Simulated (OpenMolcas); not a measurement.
**One shape, several levels: C2H4 (ethylene)**

We compute a comparison of 6 runs (HF/def2-TZVP, B3LYP/6-31G*, B2PLYP/def2-TZVP, BLYP/def2-TZVP, M06-2X/def2-TZVP, TPSS/def2-TZVP) of C2H4 (ethylene). 

The calculation is run with OpenMolcas 26.06.

1 further run of the same task is left out (set aside as unsound or not needed).

### 1 The structure to begin with

The species is C2H4 (6 atoms), meant as a singlet with charge 0. As SMILES, `C=C`. The shape is that of a PBE0-D4/def2-TZVP optimisation.

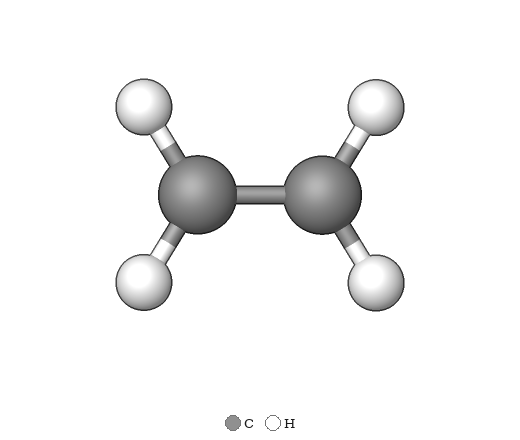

Viewed from a chosen angle; carbon grey, hydrogen white.

### 2 Energy and forces at HF/def2-TZVP (run 1)

input.xyz

```xyz
6

C     -0.087440    -0.639940    -0.142820
C      0.087490     0.639940     0.142810
H      0.031980    -1.412740     0.608940
H     -0.357440    -0.969100    -1.140500
H     -0.032090     1.412740    -0.608910
H      0.357510     0.969090     1.140480
```

run.inp

```
* C2H4 Hartree-Fock
&GATEWAY
BasLib=$CurrDir
Coord=input.xyz
Basis=def2-TZVP
Group=NoSym
&SEWARD
&SCF
Thresholds=1e-10 1e-07 1e-07 1e-05
PrOrbitals=1 1
&ALASKA
```

The basis set def2-TZVP is read from a file made from the Basis Set Exchange's data (not shown).

Launch:

```sh
export MOLCAS_MEM=1860
pymolcas run.inp > run.log
```

Log:

```text
--- Start Module: gateway ---
[...]
--- Stop Module: gateway /rc=_RC_ALL_IS_WELL_ ---
[...]
      Basis functions           86
[...]
--- Start Module: scf ---
[...]
       Convergence after  10 Iterations
[...]
::    Total SCF energy                                -78.0651483434
[...]
      Total spin, S                                     0.0000000000
[...]
      Total electronic charge=   16.000000
      Total            charge=   -0.000000
[...]
      Dipole Moment (debye):
      Origin of the operator (angstrom)=    0.0000   -0.0000   -0.0000
                   X= -1.0648E-04               Y=  1.1384E-05               Z=  2.5402E-05           Total=  1.1006E-04
      Quadrupole Moment (debye*angstrom):
[...]
--- Stop Module: scf /rc=_RC_ALL_IS_WELL_ ---
[...]
--- Start Module: alaska ---
[...]
 *              Molecular gradients               *
 **************************************************
  Irreducible representation: a
 ------------------------------------------------------------------------------------------
                              X                       Y                       Z
 ------------------------------------------------------------------------------------------
  C1               -6.18874125700386E-04   -4.48165998161620E-03   -1.00376475278985E-03
  C2                6.30193872534379E-04    4.48887901937756E-03    1.00137289614111E-03
  H3                7.53804765245780E-04   -5.19156444284130E-03    4.86838789234612E-03
  H4               -1.77614147228145E-03   -2.29916304331246E-03   -6.53669955421465E-03
  H5               -7.67415467651467E-04    5.18703161587375E-03   -4.86090920281534E-03
  H6                1.77843242786258E-03    2.29647683248202E-03    6.53161272130509E-03
 ------------------------------------------------------------------------------------------
[...]
```

Wall time 6.9 s (1 thread of Arm Neoverse V1, shared host); peak memory 0.47 GiB.

### 3 Energy and gradient at B3LYP/6-31G(d) (spherical functions) (run 2)

mol.input

```
&GATEWAY
 BASLIB=$CurrDir
 COORD
 6
 angstrom
 C       -0.087440      -0.639940      -0.142820
 C        0.087490       0.639940       0.142810
 H        0.031980      -1.412740       0.608940
 H       -0.357440      -0.969100      -1.140500
 H       -0.032090       1.412740      -0.608910
 H        0.357510       0.969090       1.140480
 BASIS=6-31Gs
 GROUP=NoSym

&SEWARD
 GRIDINPUT
 Grid=UltraFine
 End of Grid

&SCF
 KSDFT=B3LYP
 THRESHOLDS=1e-10 1e-07 1e-07 1e-05
 PRORBITALS=1 2

&ALASKA
```

The basis set 6-31G* is read from a file made from the Basis Set Exchange's data (not shown).

Launch:

```sh
export MOLCAS_MEM=1860
pymolcas mol.input > mol.log
```

Log:

```text
--- Start Module: gateway ---
[...]
--- Stop Module: gateway /rc=_RC_ALL_IS_WELL_ ---
[...]
      Basis functions           36
[...]
--- Start Module: scf ---
[...]
       Convergence after  10 Iterations
[...]
::    Total KS-DFT energy                             -78.5857080011
[...]
      Total spin, S                                     0.0000000000
[...]
      Total electronic charge=   16.000000
      Total            charge=   -0.000000
[...]
      Dipole Moment (debye):
      Origin of the operator (angstrom)=    0.0000   -0.0000   -0.0000
                   X= -8.9187E-05               Y=  1.0787E-05               Z=  2.1179E-05           Total=  9.2299E-05
      Quadrupole Moment (debye*angstrom):
[...]
--- Stop Module: scf /rc=_RC_ALL_IS_WELL_ ---
[...]
--- Start Module: alaska ---
[...]
 *              Molecular gradients               *
 **************************************************
  Irreducible representation: a
 ------------------------------------------------------------------------------------------
                              X                       Y                       Z
 ------------------------------------------------------------------------------------------
  C1                1.01346870329322E-03    7.45052398503443E-03    1.65900936295005E-03
  C2               -1.00491241552891E-03   -7.44338090724472E-03   -1.66081122248452E-03
  H3               -5.30779819066796E-05    1.93558357670520E-03   -8.56109086866397E-04
  H4                4.98467921475787E-04    1.31680494722797E-03    1.58536996251613E-03
  H5                4.22528430660818E-05   -1.94018529111739E-03    8.62980081132170E-04
  H6               -4.96199070395664E-04   -1.31934631063058E-03   -1.59043909723966E-03
 ------------------------------------------------------------------------------------------
[...]
```

Run time: 9.6 s. Hardware: 1 thread of Arm Neoverse V1, shared host; peak memory 0.37 GiB.

Runs 3 to 5 aren't shown in full; the table further down has their settings and results.

### 4 Energy and gradient at TPSS/def2-TZVP (run 6)

mol.xyz

```xyz
6

C     -0.087440    -0.639940    -0.142820
C      0.087490     0.639940     0.142810
H      0.031980    -1.412740     0.608940
H     -0.357440    -0.969100    -1.140500
H     -0.032090     1.412740    -0.608910
H      0.357510     0.969090     1.140480
```

job.inp

```
* C2H4 Kohn-Sham DFT
>>> EXPORT MOLCAS_PRINT=2

&GATEWAY
 BasLib = $CurrDir
 Coord = mol.xyz
 Basis = def2-TZVP
 Group = NoSym

&SEWARD
 GridInput
 Grid=UltraFine
 End of Grid

&SCF
 KSDFT = 2
 1.0 MGGA_X_TPSS
 1.0 MGGA_C_TPSS
 Thresholds = 1e-10 1e-07 1e-07 1e-05
 PrOrbitals = 1 2

&ALASKA
```

The basis set def2-TZVP is read from a file made from the Basis Set Exchange's data (not shown).

Launch:

```sh
export MOLCAS_MEM=1860
pymolcas job.inp > job.log
```

Log:

```text
--- Start Module: gateway ---
[...]
--- Stop Module: gateway /rc=_RC_ALL_IS_WELL_ ---
[...]
      Basis functions           86
[...]
--- Start Module: scf ---
[...]
       Convergence after  11 Iterations
[...]
::    Total KS-DFT energy                             -78.6324830582
[...]
      Total spin, S                                     0.0000000000
[...]
      Total electronic charge=   16.000000
      Total            charge=   -0.000000
[...]
      Dipole Moment (debye):
      Origin of the operator (angstrom)=    0.0000   -0.0000   -0.0000
                   X= -9.6245E-05               Y=  1.1431E-05               Z=  2.3101E-05           Total=  9.9636E-05
      Quadrupole Moment (debye*angstrom):
[...]
--- Stop Module: scf /rc=_RC_ALL_IS_WELL_ ---
[...]
--- Start Module: alaska ---
[...]
 *              Molecular gradients               *
 **************************************************
  Irreducible representation: a
 ------------------------------------------------------------------------------------------
                              X                       Y                       Z
 ------------------------------------------------------------------------------------------
  C1                9.22958122812068E-04    6.78806132997956E-03    1.51137146360658E-03
  C2               -9.14473550722161E-04   -6.78117890489816E-03   -1.51316142465285E-03
  H3               -8.68631975258216E-05    1.52306045138895E-03   -8.55854286269553E-04
  H4                4.25568289296518E-04    9.48620987009541E-04    1.41073781941570E-03
  H5                7.62090110636438E-05   -1.52749073601299E-03    8.62543141477046E-04
  H6               -4.23398674927800E-04   -9.51073127519964E-04   -1.41563671358735E-03
 ------------------------------------------------------------------------------------------
[...]
```

It took 35 s on 1 thread of Arm Neoverse V1, shared host; peak memory 0.47 GiB.

### 5 The series

```csv
run,level,integration grid,task,energy (Eh),dipole moment (D),HOMO energy (eV),LUMO energy (eV),wall time
1,HF/def2-TZVP,–,gradient,-78.065148,0.00,-10.33,3.93,6.9 s
2,B3LYP/6-31G* (spherical functions),UltraFine,gradient,-78.585708,0.00,-7.29,0.56,9.6 s
3,B2PLYP/def2-TZVP,UltraFine,energy,-78.536305,0.00,-8.78,1.58,20 s
4,BLYP/def2-TZVP,UltraFine,gradient,-78.575527,0.00,-6.59,-0.82,25 s
5,M06-2X/def2-TZVP,UltraFine,gradient,-78.571976,0.00,-9.15,1.09,37 s
6,TPSS/def2-TZVP,UltraFine,gradient,-78.632483,0.00,-6.75,-0.69,35 s
```

### 6 Summary of results

| quantity | value |
| --- | --- |
| run 6: total energy | -78.63248 Eh |
| run 6: dipole moment | 0.00 D |
| run 6: HOMO energy | -6.75 eV |
| run 6: LUMO energy | -0.69 eV |
| run 6: HOMO–LUMO gap | 6.06 eV |
| run 6: largest force on an atom | 0.361 eV/Å |

In words: The HOMO–LUMO gap runs from 5.78 eV (BLYP/def2-TZVP) to 14.25 eV (HF/def2-TZVP). Exact exchange widens orbital gaps. For B2PLYP the log adds the whole second-order term; the table takes 0.27 of it, as the functional is defined. Totals of different functionals can't be ranked against each other. All runs together took 2.2 min, the longest 37 s.
